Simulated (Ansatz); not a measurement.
# C2HCl2F (SMILES FC=C(Cl)Cl): PBE/6-31G(d) (spherical functions)

What is the energy change on altering one bond length of C2HCl2F at PBE/6-31G* (spherical functions)? 

The results are computed with Ansatz 0.2.0.

66 further runs of the same task are left out: 66 set aside as unsound or not needed. Runs told in other sessions of the task aren't counted.

## Step 1: Starting point

C2HCl2F: 6 atoms, total charge 0, spin state singlet. As SMILES, `FC=C(Cl)Cl`. The shape is that of a PBE0-D4/def2-TZVP optimisation.

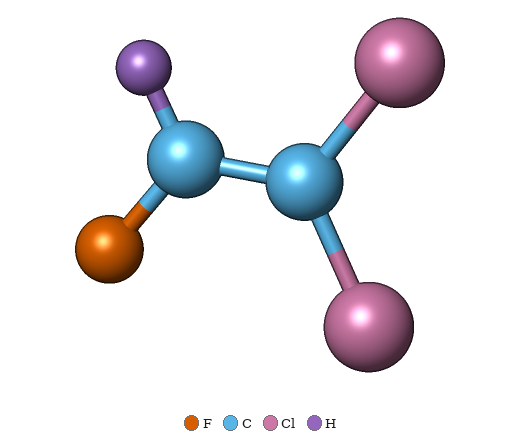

The structure, seen from a chosen angle (fluorine orange, carbon blue, chlorine pink, hydrogen purple).

## Step 2: A single-point energy at PBE/6-31G(d) (spherical functions)

in.yaml reads:

```yaml
crystal:
  periodic: [false, false, false]
  atoms:
    - {symbol: F, position_ang: [0.369860, -1.453540, 1.016570]}
    - {symbol: C, position_ang: [0.335170, -0.183710, 0.639080]}
    - {symbol: C, position_ang: [-0.249490, 0.193990, -0.489960]}
    - {symbol: Cl, position_ang: [-1.002700, -0.907170, -1.549080]}
    - {symbol: Cl, position_ang: [-0.269610, 1.845290, -0.936840]}
    - {symbol: H, position_ang: [0.816790, 0.505150, 1.320220]}
basis:
  gaussian: {orbitals: 6-31G_st_-spherical.json}
hamiltonian: {xc: pbe}
accuracy: high
output: {orbitals: {seedname: orbitals}}
```

The basis set 6-31G* is read from a file made from the Basis Set Exchange's data (not shown).

Command:

```bash
$ ansatz run in.yaml --threads 1 --pin off --max-ram 3480MiB --events-out events.jsonl --progress --plain --runs-dir runs
```

Output:

```text
Warning: RAYON_NUM_THREADS=1 ignored (pool sized by the plan → 1); use --threads N
Functional definition: PBE
  name "PBE"
  parameter kappa = 0.804
  parameter beta = 0.06672455060314922
  exchange = pbe_x(kappa = kappa, mu = beta*pi^2/3)
  correlation = pbe_c(beta = beta)
1764 factors; integrals over basis functions are off by at most 5.3e-9 eV
mean field evaluation 1: about -29832.0172 eV, gradient 3.3e1 eV
mean field evaluation 2: about -29828.9704 eV, gradient 4.6e1 eV
mean field evaluation 4: about -29834.5559 eV, gradient 3.4e0 eV
mean field evaluation 8: about -29834.5755 eV, gradient 5.4e-1 eV
mean field evaluation 16: about -29834.5760 eV, gradient 1.4e-5 eV
mean field -29834.57602722 eV, -1096.4004463984 hartree, gradient 5.2e-8 eV, S^2 0.000000; 0 other end points of the search recorded, 0 dependent functions left out
reference -29834.57602955 eV, -1096.4004464841 hartree; 28, 28 occupied and 52, 52 virtual orbitals, 1764 factors
Total energy: -29834.57602955 eV, -1096.4004464841 hartree
```

Wall time 6.3 s (1 thread of Arm Neoverse V1, shared host); peak memory 0.19 GiB.

## Step 3: The distorted shape, same level

job.yaml reads:

```yaml
crystal:
  periodic: [false, false, false]
  atoms:
    - {symbol: F, position_ang: [0.385956, -2.774607, 1.374081]}
    - {symbol: C, position_ang: [0.351266, -1.504777, 0.996591]}
    - {symbol: C, position_ang: [-0.233394, -1.127077, -0.132449]}
    - {symbol: Cl, position_ang: [-0.986604, -2.228237, -1.191569]}
    - {symbol: Cl, position_ang: [-0.269610, 1.845290, -0.936840]}
    - {symbol: H, position_ang: [0.832886, -0.815917, 1.677731]}
basis:
  gaussian:
    orbitals: 6-31G_st_-spherical.json
hamiltonian:
  xc: {name: PBE}
accuracy: high
output: {orbitals: {seedname: orbitals}}
```

The basis set 6-31G* is read from a file made from the Basis Set Exchange's data (not shown).

Command:

```bash
$ ansatz run job.yaml --threads 1 --pin off --max-ram 3480MiB --events-out events.jsonl --progress --plain --runs-dir runs
```

Output:

```text
Warning: RAYON_NUM_THREADS=1 ignored (pool sized by the plan → 1); use --threads N
Functional definition: PBE
  name "PBE"
  parameter kappa = 0.804
  parameter beta = 0.06672455060314922
  exchange = pbe_x(kappa = kappa, mu = beta*pi^2/3)
  correlation = pbe_c(beta = beta)
1691 factors; integrals over basis functions are off by at most 1.3e-8 eV
mean field evaluation 1: about -29825.5955 eV, gradient 4.1e1 eV
mean field evaluation 2: about -29739.2113 eV, gradient 1.3e2 eV
mean field evaluation 4: about -29813.7307 eV, gradient 5.3e1 eV
mean field evaluation 8: about -29831.1539 eV, gradient 1.7e-2 eV
mean field evaluation 16: about -29817.9927 eV, gradient 3.8e1 eV
mean field evaluation 32: about -29830.2959 eV, gradient 1.1e1 eV
mean field -29831.14787204 eV, -1096.2744640194 hartree, gradient 5.0e-8 eV, S^2 0.000000; 3 other end points of the search recorded, 0 dependent functions left out
reference -29831.14787466 eV, -1096.2744641156 hartree; 28, 28 occupied and 52, 52 virtual orbitals, 1691 factors
Total energy: -29831.14787466 eV, -1096.2744641156 hartree
```

Wall time 7.8 s (1 thread of Arm Neoverse V1, shared host); peak memory 0.19 GiB.

## Step 4: Outcome

Level: PBE/6-31G* (spherical functions).

```
                                                          quantity           value
                                         first shape: total energy  -1096.40045 Eh
                                          first shape: HOMO energy        -5.91 eV
                                          first shape: LUMO energy        -0.97 eV
                                        first shape: HOMO–LUMO gap         4.94 eV
                                     distorted shape: total energy  -1096.27446 Eh
                                      distorted shape: HOMO energy        -6.66 eV
                                      distorted shape: LUMO energy        -6.35 eV
                                    distorted shape: HOMO–LUMO gap         0.31 eV
energy change with the C3–Cl5 bond stretched from 1.711 to 3.080 Å        3.428 eV
```

In words: One bond (distorted shape) is far stretched, which a spin-restricted single reference describes badly; a broken-symmetry solution may lie lower. With the C3–Cl5 bond stretched from 1.711 to 3.080 Å the energy rises by 3.43 eV (79 kcal/mol). The first shape isn't relaxed at this level, so the change isn't measured from a minimum. A restricted reference can't describe the breaking bond well at this length.
